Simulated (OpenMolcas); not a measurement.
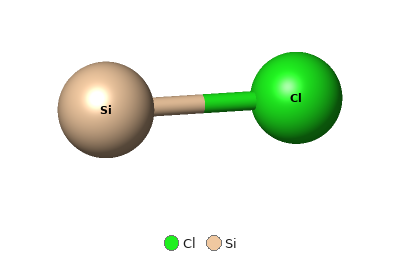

The molecule at the reference distance of 2.110 Å.

**Run report: ClSi, relativistic diatomic calculation (part 1 of 2)**

- system: ClSi.
- method: SA-CASSCF(9,7)/XMS-CASPT2 + RASSI spin-orbit (X2C scalar, AMFI), ANO-RCC-VTZP (OpenMolcas)

The input:
```
&GATEWAY
Coord
2
angstrom
Cl 0.0 0.0 0.0
Si 0.0 0.0 2.1100
Basis=ANO-RCC-VTZP
Group=XY
RX2C
AMFI
ANGMom
0.0 0.0 0.0
RICD
&SEWARD
&GUESSORB
&RASSCF
FileOrb=$CurrDir/o22.orb
Symmetry=2
Spin=2
nActEl=9 0 0
Inactive=7 4
RAS2=3 4
CIRoot=8 8 1
Linear
Iterations=120 100
OrbListing=Nothing
PRWF=0.15
>>COPY $Project.RasOrb $CurrDir/o22.orb
>>COPY $Project.rasscf.h5 $CurrDir/r22.h5
&CASPT2
XMultistate=all
Imaginary=0.2
IPEA=0.25
MaxIter=40
>>COPY $Project.JobMix JOB001
&RASSCF
FileOrb=$CurrDir/o41.orb
Symmetry=1
Spin=4
nActEl=9 0 0
Inactive=7 4
RAS2=3 4
CIRoot=1 1 1
Linear
Iterations=120 100
OrbListing=Nothing
PRWF=0.15
>>COPY $Project.RasOrb $CurrDir/o41.orb
>>COPY $Project.rasscf.h5 $CurrDir/r41.h5
&CASPT2
XMultistate=all
Imaginary=0.2
IPEA=0.25
MaxIter=40
>>COPY $Project.JobMix JOB002
&RASSCF
FileOrb=$CurrDir/o21.orb
Symmetry=1
Spin=2
nActEl=9 0 0
Inactive=7 4
RAS2=3 4
CIRoot=5 5 1
Linear
Iterations=120 100
OrbListing=Nothing
PRWF=0.15
>>COPY $Project.RasOrb $CurrDir/o21.orb
>>COPY $Project.rasscf.h5 $CurrDir/r21.h5
&CASPT2
XMultistate=all
Imaginary=0.2
IPEA=0.25
MaxIter=40
>>COPY $Project.JobMix JOB003
&RASSCF
FileOrb=$CurrDir/o42.orb
Symmetry=2
Spin=4
nActEl=9 0 0
Inactive=7 4
RAS2=3 4
CIRoot=4 4 1
Linear
Iterations=120 100
OrbListing=Nothing
PRWF=0.15
>>COPY $Project.RasOrb $CurrDir/o42.orb
>>COPY $Project.rasscf.h5 $CurrDir/r42.h5
&CASPT2
XMultistate=all
Imaginary=0.2
IPEA=0.25
MaxIter=40
>>COPY $Project.JobMix JOB004
&RASSI
Nr of JobIphs=4 8 1 5 4
1 2 3 4 5 6 7 8
1
1 2 3 4 5
1 2 3 4
SpinOrbit
EJob
Omega
MEES
MESO
Properties=4
'AngMom' 3 'Mltpl  1' 1 'Mltpl  1' 2 'Mltpl  1' 3
Thrs=1.0d-4
>>COPY $Project.rassi.h5 $CurrDir/so.h5
```

The first orbital files come from an earlier step.

Run as:
```bash
pymolcas m.inp (one call a module block, same work directory)
```

Output (extracts):
```
++    Wave function specifications:
      Number of closed shell electrons          22
      Number of electrons in active shells       9
      Number of inactive orbitals               11
      Number of active orbitals                  7
      Number of secondary orbitals              50
      Spin quantum number                      0.5
      State symmetry                             2
++    Orbital specifications:
      Symmetry species                           1   2
                                                 a   b
      Frozen orbitals                            0   0
      Inactive orbitals                          7   4
      Active orbitals                            3   4
      RAS2 orbitals                              3   4
      Secondary orbitals                        26  24
      Number of basis functions                 36  32
      printout of CI-coefficients larger than  0.15 for root  1
      energy=    -750.481738
      conf/sym  111 2222     Coeff  Weight
            39  u2d 220u  -0.19826 0.03931
            63  022 220u   0.93953 0.88272
           142  022 u2du   0.19429 0.03775
      printout of CI-coefficients larger than  0.15 for root  2
      energy=    -750.481738
      conf/sym  111 2222     Coeff  Weight
            37  u2d 22u0   0.19826 0.03931
            61  022 22u0  -0.93953 0.88272
            66  022 2uud   0.15353 0.02357
      printout of CI-coefficients larger than  0.15 for root  3
      energy=    -750.288479
      conf/sym  111 2222     Coeff  Weight
            64  022 2udu  -0.88666 0.78616
            66  022 2uud   0.15921 0.02535
           141  022 u220   0.35094 0.12316
      printout of CI-coefficients larger than  0.15 for root  4
      energy=    -750.288479
      conf/sym  111 2222     Coeff  Weight
            67  022 2u02   0.35094 0.12316
           142  022 u2du   0.58121 0.33780
           144  022 u2ud  -0.68827 0.47371
      printout of CI-coefficients larger than  0.15 for root  5
      energy=    -750.262821
      conf/sym  111 2222     Coeff  Weight
            64  022 2udu   0.33793 0.11419
            66  022 2uud   0.58530 0.34258
           141  022 u220   0.47790 0.22839
           144  022 u2ud   0.16057 0.02578
           146  022 u202  -0.47790 0.22839
      printout of CI-coefficients larger than  0.15 for root  6
      energy=    -750.262821
      conf/sym  111 2222     Coeff  Weight
            62  022 2u20   0.47790 0.22839
            66  022 2uud   0.16057 0.02578
            67  022 2u02  -0.47790 0.22839
           142  022 u2du  -0.33793 0.11419
           144  022 u2ud  -0.58530 0.34258
      printout of CI-coefficients larger than  0.15 for root  7
      energy=    -750.248451
      conf/sym  111 2222     Coeff  Weight
            39  u2d 220u   0.15942 0.02541
            62  022 2u20   0.63765 0.40660
            67  022 2u02  -0.21656 0.04690
           142  022 u2du   0.59168 0.35009
           144  022 u2ud   0.35585 0.12663
      printout of CI-coefficients larger than  0.15 for root  8
      energy=    -750.248451
      conf/sym  111 2222     Coeff  Weight
            37  u2d 22u0  -0.15942 0.02541
            66  022 2uud   0.69034 0.47656
           141  022 u220  -0.21656 0.04690
           146  022 u202   0.63765 0.40660
      Natural orbitals and occupation numbers for root  1
      sym 1:   0.031116   1.982079   1.962107
      sym 2:   1.982735   1.993972   0.042470   1.005521
      Natural orbitals and occupation numbers for root  2
      sym 1:   0.031116   1.982079   1.962107
      sym 2:   1.993972   1.982735   1.005521   0.042470
      Natural orbitals and occupation numbers for root  3
      sym 1:   0.030378   1.988787   1.975264
      sym 2:   1.862443   1.184235   1.123688   0.835205
      Natural orbitals and occupation numbers for root  4
      sym 1:   0.030378   1.988787   1.975264
      sym 2:   1.184235   1.862443   0.835205   1.123688
      Natural orbitals and occupation numbers for root  5
      sym 1:   0.019736   1.996556   1.983821
      sym 2:   1.499675   1.499675   1.000268   1.000269
      Natural orbitals and occupation numbers for root  6
      sym 1:   0.019736   1.996556   1.983821
      sym 2:   1.499675   1.499675   1.000269   1.000268
      Natural orbitals and occupation numbers for root  7
      sym 1:   0.054506   1.980209   1.948768
      sym 2:   1.568772   1.534294   1.277052   0.636397
      Natural orbitals and occupation numbers for root  8
      sym 1:   0.054506   1.980209   1.948768
      sym 2:   1.534294   1.568772   0.636397   1.277052
      RASSCF energy for state  8                   -750.24845081
::    RASSCF root number  1 Total energy:   -750.48173793
::    RASSCF root number  2 Total energy:   -750.48173793
::    RASSCF root number  3 Total energy:   -750.28847898
::    RASSCF root number  4 Total energy:   -750.28847898
::    RASSCF root number  5 Total energy:   -750.26282086
::    RASSCF root number  6 Total energy:   -750.26282086
::    RASSCF root number  7 Total energy:   -750.24845081
::    RASSCF root number  8 Total energy:   -750.24845081
      Von Neumann Entropy (Root   1) =  0.76691
++    Wave function specifications:
      Number of closed shell electrons           8
      Number of electrons in active shells       9
      Number of inactive orbitals                4
      Number of active orbitals                  7
      Number of secondary orbitals              50
      Spin quantum number                      0.5
      State symmetry                             2
      Number of CSFs                           248
      Number of CASSCF root(s) available         8
      CASPT2 state passed to geometry opt.       8
      A file JOBMIX will be created
      This is a MULTI-STATE CASSCF reference
      Number of CI roots used                    8
      These are:                                 1   2   3   4   5   6   7   8
      Off-diagonal elements of Heff are computed
  FINAL CASPT2 RESULT:
      Reference energy:        -750.4817379288
      E2 (Non-variational):      -0.2790494855
      Shift correction:          -0.0036918239
      E2 (Variational):          -0.2827413094
      Total energy:            -750.7644792381
      Reference weight:           0.88609
  FINAL CASPT2 RESULT:
      Reference energy:        -750.4817379288
      E2 (Non-variational):      -0.2790494855
      Shift correction:          -0.0036918239
      E2 (Variational):          -0.2827413094
      Total energy:            -750.7644792381
      Reference weight:           0.88609
  FINAL CASPT2 RESULT:
      Reference energy:        -750.2884789846
      E2 (Non-variational):      -0.2589339481
      Shift correction:          -0.0026654389
      E2 (Variational):          -0.2615993870
      Total energy:            -750.5500783716
      Reference weight:           0.89873
  FINAL CASPT2 RESULT:
      Reference energy:        -750.2884789846
      E2 (Non-variational):      -0.2589339481
      Shift correction:          -0.0026654389
      E2 (Variational):          -0.2615993870
      Total energy:            -750.5500783716
      Reference weight:           0.89873
  FINAL CASPT2 RESULT:
      Reference energy:        -750.2628208621
      E2 (Non-variational):      -0.2608942981
      Shift correction:          -0.0026618840
      E2 (Variational):          -0.2635561821
      Total energy:            -750.5263770443
      Reference weight:           0.89817
  FINAL CASPT2 RESULT:
      Reference energy:        -750.2628208621
      E2 (Non-variational):      -0.2608942981
      Shift correction:          -0.0026618840
      E2 (Variational):          -0.2635561821
      Total energy:            -750.5263770443
      Reference weight:           0.89817
  FINAL CASPT2 RESULT:
      Reference energy:        -750.2484508137
      E2 (Non-variational):      -0.2624722823
      Shift correction:          -0.0030304643
      E2 (Variational):          -0.2655027466
      Total energy:            -750.5139535603
      Reference weight:           0.89556
  FINAL CASPT2 RESULT:
      Reference energy:        -750.2484508137
      E2 (Non-variational):      -0.2624722823
      Shift correction:          -0.0030304643
      E2 (Variational):          -0.2655027467
      Total energy:            -750.5139535604
      Reference weight:           0.89556
       Total XMS-CASPT2 energies:
::    XMS-CASPT2 Root  1     Total energy:   -750.76343652
::    XMS-CASPT2 Root  2     Total energy:   -750.76343652
::    XMS-CASPT2 Root  3     Total energy:   -750.54974748
::    XMS-CASPT2 Root  4     Total energy:   -750.54974748
::    XMS-CASPT2 Root  5     Total energy:   -750.52637509
::    XMS-CASPT2 Root  6     Total energy:   -750.52637509
::    XMS-CASPT2 Root  7     Total energy:   -750.51532912
::    XMS-CASPT2 Root  8     Total energy:   -750.51532912
++    Wave function specifications:
      Number of closed shell electrons          22
      Number of electrons in active shells       9
      Number of inactive orbitals               11
      Number of active orbitals                  7
      Number of secondary orbitals              50
      Spin quantum number                      1.5
      State symmetry                             1
      printout of CI-coefficients larger than  0.15 for root  1
      energy=    -750.406211
      conf/sym  111 2222     Coeff  Weight
            61  02u 22uu  -0.99215 0.98436
      Natural orbitals and occupation numbers for root  1
      sym 1:   0.022810   1.977233   1.001746
      sym 2:   1.997569   1.997569   1.001536   1.001536
      RASSCF energy for state  1                   -750.40621133
::    RASSCF root number  1 Total energy:   -750.40621133
      Von Neumann Entropy (Root   1) =  1.59238
++    Wave function specifications:
      Number of closed shell electrons           8
      Number of electrons in active shells       9
      Number of inactive orbitals                4
      Number of active orbitals                  7
      Number of secondary orbitals              50
      Spin quantum number                      1.5
      State symmetry                             1
      Number of CSFs                           112
      Number of CASSCF root(s) available         1
      CASPT2 state passed to geometry opt.       1
      A file JOBMIX will be created
      This is a CASSCF or RASSCF reference function
  FINAL CASPT2 RESULT:
      Reference energy:        -750.4062113264
      E2 (Non-variational):      -0.2362391716
      Shift correction:          -0.0018431401
      E2 (Variational):          -0.2380823117
      Total energy:            -750.6442936380
      Reference weight:           0.91497
++    Wave function specifications:
      Number of closed shell electrons          22
      Number of electrons in active shells       9
      Number of inactive orbitals               11
      Number of active orbitals                  7
      Number of secondary orbitals              50
      Spin quantum number                      0.5
      State symmetry                             1
      printout of CI-coefficients larger than  0.15 for root  1
      energy=    -750.356582
      conf/sym  111 2222     Coeff  Weight
            19  u22 2200   0.93897 0.88166
      printout of CI-coefficients larger than  0.15 for root  2
      energy=    -750.303840
      conf/sym  111 2222     Coeff  Weight
           142  02u 2220  -0.68700 0.47197
           147  02u 2202   0.68700 0.47197
      printout of CI-coefficients larger than  0.15 for root  3
      energy=    -750.303840
      conf/sym  111 2222     Coeff  Weight
           143  02u 22du   0.48578 0.23599
           145  02u 22ud   0.84140 0.70796
      printout of CI-coefficients larger than  0.15 for root  4
      energy=    -750.292591
      conf/sym  111 2222     Coeff  Weight
           143  02u 22du  -0.81689 0.66731
           145  02u 22ud   0.47163 0.22244
           152  uud 22du  -0.16322 0.02664
           170  0u2 22du  -0.17978 0.03232
      printout of CI-coefficients larger than  0.15 for root  5
      energy=    -750.275801
      conf/sym  111 2222     Coeff  Weight
            19  u22 2200  -0.19901 0.03960
           142  02u 2220   0.67254 0.45231
           147  02u 2202   0.67254 0.45231
      Natural orbitals and occupation numbers for root  1
      sym 1:   0.959692   1.993732   1.884084
      sym 2:   1.983293   1.983293   0.097953   0.097953
      Natural orbitals and occupation numbers for root  2
      sym 1:   0.028633   1.969857   1.009064
      sym 2:   1.991997   1.991997   1.004226   1.004226
      Natural orbitals and occupation numbers for root  3
      sym 1:   0.028633   1.969857   1.009064
      sym 2:   1.991997   1.991997   1.004226   1.004226
      Natural orbitals and occupation numbers for root  4
      sym 1:   0.056649   1.946373   1.009508
      sym 2:   1.994451   1.994451   0.999284   0.999284
      Natural orbitals and occupation numbers for root  5
      sym 1:   0.085654   1.954189   1.044095
      sym 2:   1.989707   1.989707   0.968324   0.968324
      RASSCF energy for state  5                   -750.27580111
::    RASSCF root number  1 Total energy:   -750.35658184
::    RASSCF root number  2 Total energy:   -750.30383965
::    RASSCF root number  3 Total energy:   -750.30383965
::    RASSCF root number  4 Total energy:   -750.29259095
::    RASSCF root number  5 Total energy:   -750.27580111
      Von Neumann Entropy (Root   1) =  1.04426
++    Wave function specifications:
      Number of closed shell electrons           8
      Number of electrons in active shells       9
      Number of inactive orbitals                4
      Number of active orbitals                  7
      Number of secondary orbitals              50
      Spin quantum number                      0.5
      State symmetry                             1
      Number of CSFs                           242
      Number of CASSCF root(s) available         5
      CASPT2 state passed to geometry opt.       5
      A file JOBMIX will be created
      This is a MULTI-STATE CASSCF reference
      Number of CI roots used                    5
      These are:                                 1   2   3   4   5
      Off-diagonal elements of Heff are computed
  FINAL CASPT2 RESULT:
      Reference energy:        -750.3565818409
      E2 (Non-variational):      -0.2955604105
      Shift correction:          -0.0054315502
      E2 (Variational):          -0.3009919607
      Total energy:            -750.6575738016
      Reference weight:           0.87405
  FINAL CASPT2 RESULT:
      Reference energy:        -750.3038396540
      E2 (Non-variational):      -0.2810647649
      Shift correction:          -0.0061728923
      E2 (Variational):          -0.2872376572
      Total energy:            -750.5910773112
      Reference weight:           0.87726
  FINAL CASPT2 RESULT:
      Reference energy:        -750.3038396540
      E2 (Non-variational):      -0.2810467078
      Shift correction:          -0.0061713488
      E2 (Variational):          -0.2872180566
      Total energy:            -750.5910577106
      Reference weight:           0.87727
  FINAL CASPT2 RESULT:
      Reference energy:        -750.2925909531
      E2 (Non-variational):      -0.2649374299
      Shift correction:          -0.0029635589
      E2 (Variational):          -0.2679009888
      Total energy:            -750.5604919419
      Reference weight:           0.89449
  FINAL CASPT2 RESULT:
      Reference energy:        -750.2758011098
      E2 (Non-variational):      -0.2733742769
      Shift correction:          -0.0038103774
      E2 (Variational):          -0.2771846542
      Total energy:            -750.5529857640
      Reference weight:           0.88703
       Total XMS-CASPT2 energies:
::    XMS-CASPT2 Root  1     Total energy:   -750.65457625
::    XMS-CASPT2 Root  2     Total energy:   -750.59109562
::    XMS-CASPT2 Root  3     Total energy:   -750.59103940SPIN-FREE ENERGIES:
  (Shifted by EMIN (a.u.) =       -750.7634365222)
 SF State       Relative EMIN(au)   Rel lowest level(eV)    D:o, cm**(-1)      Abs_M
     1             0.0000000000        0.0000000000              0.0000         1.0
     2             0.0000000000        0.0000000000              0.0000         1.0
    10             0.1088602766        2.9622390334          23892.0691         0.0
     9             0.1191428841        3.2420430389          26148.8406         0.0
    11             0.1723409003        4.6896348038          37824.4556         2.0
    12             0.1723971222        4.6911646808          37836.7949         2.0
    15             0.1946913033        5.2978202532          42729.8020         1.0
    16             0.1946913033        5.2978202532          42729.8020         1.0
    13             0.2029445604        5.5224028195          44541.1826         0.0
    14             0.2074532220        5.6450897506          45530.7194         0.0
     4             0.2136890434        5.8147750973          46899.3240         1.0
     3             0.2136890434        5.8147750973          46899.3240         1.0
    17             0.2246464124        6.1129402962          49304.1885         1.0
    18             0.2246464124        6.1129402962          49304.1885         1.0
     5             0.2370614290        6.4507701076          52028.9697         3.0
     6             0.2370614290        6.4507701076          52028.9697         3.0
     7             0.2481074019        6.7513463434          54453.2806         1.0
     8             0.2481074019        6.7513463434          54453.2806         1.0
```

(Continued in part 2.) Outcome of the run: converged; components of a degenerate state are split by 12 cm⁻¹.
